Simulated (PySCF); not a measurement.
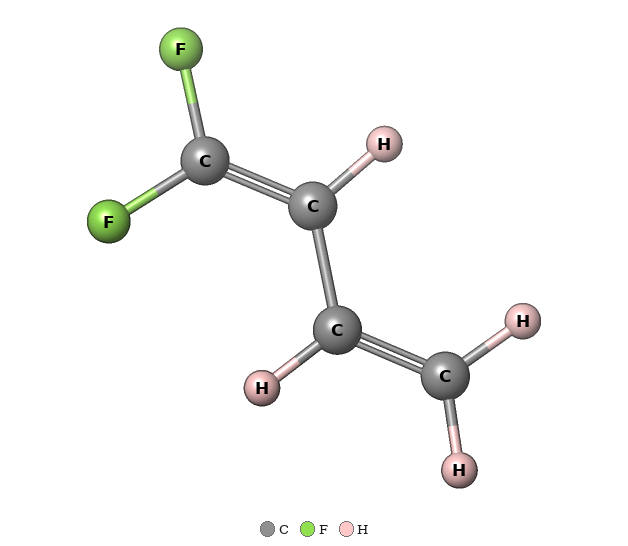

All atoms lie in one plane, which faces the viewer. The geometry was computed by an optimisation with PBE0-D3(BJ)/def2-SVP. No frequency run is at hand to confirm it as a minimum.

Which symmetry elements does this geometry have?

Answer. It has 1 mirror plane, so the point group is Cs. The group has 2 operations. The geometry is achiral, and symmetry allows a dipole moment.
